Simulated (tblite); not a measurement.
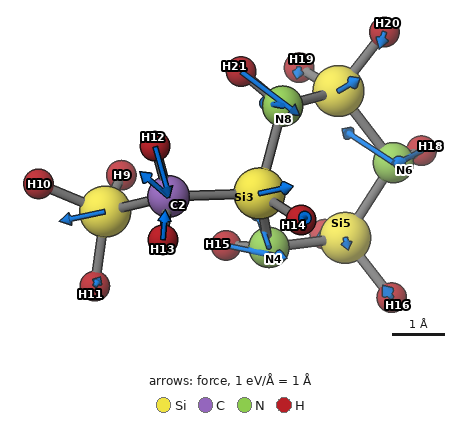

Starting geometry of CH₁₃N₃Si₄ with the computed forces as blue arrows. A ball-and-stick model, seen at a tilt.

Method: GFN2-xTB geometry optimisation, gas phase in tblite 0.8.0. 

Question: What follows when this structure is relaxed?

Answer: It isn't relaxed: the largest force vector, on an N atom, is 1.69 eV/Å. The final displacements follow the starting forces only in part (cosine between the two patterns 0.32). Over 158 geometry steps the energy falls by 0.909 eV. The atom that moves furthest after the best rigid fit is an H atom (1.56 Å). By element the largest moves are H 1.56 Å, N 0.51 Å, Si 0.28 Å, C 0.09 Å. Near-neighbour distances that change, for instance: N–Si 1.790 → 1.725 Å, H–N 1.054 → 1.005 Å, N–Si 1.768 → 1.723 Å, C–Si 1.863 → 1.896 Å. Bond angles that change, for instance: Si–N–Si 111.5° → 128.2°, Si–N–Si 114.4° → 126.5°, Si–N–Si 116.9° → 127.3°. Groups turn about C–Si by about 30°, C–Si by about 25°.
